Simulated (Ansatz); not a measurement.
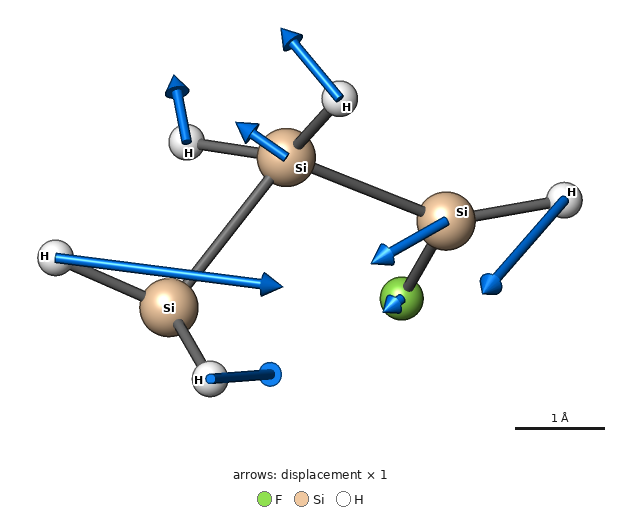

This is a relaxation of Si3H5F. The starting structure is drawn; blue arrows show the displacements, at their true length. The two geometries are superimposed by the best rigid fit.

Style: ball-and-stick. Shown from a free direction.

The run prepares an end point of a later path (hydrogen shift) calculation, from a guessed geometry.

Theory: RKS PBE-D4/cc-pVDZ (Ansatz 0.2.0). Set-up: no spin polarisation; force threshold 0.02 eV/Å; at most 50 steps.

Q: Which element moves most?

A: Hydrogen: up to 2.68 Å, against 1.10 Å for silicon.

Q: Describe the change and its energy.

A: An H atom moves most after the best rigid fit: 2.68 Å. Largest moves by element: H 2.68 Å, Si 1.10 Å, F 0.32 Å. Near-neighbour distances that change, for instance: H–Si 4.411 → 1.698 Å, Si–Si 3.796 → 2.713 Å, H–Si 1.469 → 1.712 Å, Si–Si 2.312 → 2.430 Å. New bonds form: H–Si (4.41 → 1.70 Å). Among the angles between lasting bonds that change: Si–Si–Si 113.5° → 70.2°, Si–Si–H 81.3° → 120.9°, Si–Si–H 119.6° → 87.3°. Over 31 accepted moves (34 points after the start) the energy falls by 2.870 eV. The largest force component goes from 1.7 to 0.019 eV/Å. The line search rejected the trial steps at points 29, 31, 33 of the run. The run took 73 s on 2 threads of Arm Neoverse V1, on a shared host, peak memory 0.19 GiB.
